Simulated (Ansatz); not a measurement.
Process, species as SMILES: [O+]#[Si-] (O-Si) + 3 [H][H] (H2) → O (H2O) + [SiH4] (SiH4)
B3LYP-D3(BJ)/def2-TZVP geometries, fixed; electronic energies without zero-point terms.

Basis-set convergence of the energy of full hydrogenation at B2PLYP with Ansatz (a program for electronic structure). Cartesian d functions, on some or all atoms, in 6-31G**, 6-311+G**; all else is spherical. Cores are frozen. No added dispersion term, no relativity. Functions are those of the species that has most. Reference: the value in pcseg-4, -34.96 kcal/mol, itself unsure by roughly 0.20 kcal/mol (its mean distance from aug-pcseg-3, aug-cc-pV(Q+d)Z, cc-pV(5+d)Z). Deviations are taken from unrounded values. Cost is core time over that of aug-pcseg-2, rough, on shared machines of one kind; a dash marks a row that isn't timed (too short, read off another run, short of memory, by another algorithm or on other hardware).

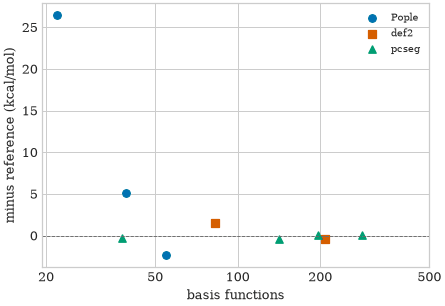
Fig. 1. Deviation from the reference against the number of basis functions, by family of sets.

```json
[
 {"basis": "3-21G", "functions": "22", "energy of full hydrogenation (kcal/mol)": "-8.52", "minus reference (kcal/mol)": "26.44", "cost": "-"},
 {"basis": "pcseg-1", "functions": "38", "energy of full hydrogenation (kcal/mol)": "-35.30", "minus reference (kcal/mol)": "-0.34", "cost": "-"},
 {"basis": "6-31G**", "functions": "39", "energy of full hydrogenation (kcal/mol)": "-29.85", "minus reference (kcal/mol)": "5.11", "cost": "-"},
 {"basis": "6-311+G**", "functions": "55", "energy of full hydrogenation (kcal/mol)": "-37.33", "minus reference (kcal/mol)": "-2.37", "cost": "-"},
 {"basis": "def2-TZVPD", "functions": "83", "energy of full hydrogenation (kcal/mol)": "-33.39", "minus reference (kcal/mol)": "1.56", "cost": "0.6×"},
 {"basis": "aug-pcseg-2", "functions": "142", "energy of full hydrogenation (kcal/mol)": "-35.42", "minus reference (kcal/mol)": "-0.47", "cost": "1×"},
 {"basis": "pcseg-3", "functions": "196", "energy of full hydrogenation (kcal/mol)": "-34.91", "minus reference (kcal/mol)": "0.05", "cost": "2×"},
 {"basis": "def2-QZVPPD", "functions": "208", "energy of full hydrogenation (kcal/mol)": "-35.33", "minus reference (kcal/mol)": "-0.38", "cost": "2×"},
 {"basis": "aug-pcseg-3", "functions": "285", "energy of full hydrogenation (kcal/mol)": "-34.92", "minus reference (kcal/mol)": "0.03", "cost": "4×"}
]
```
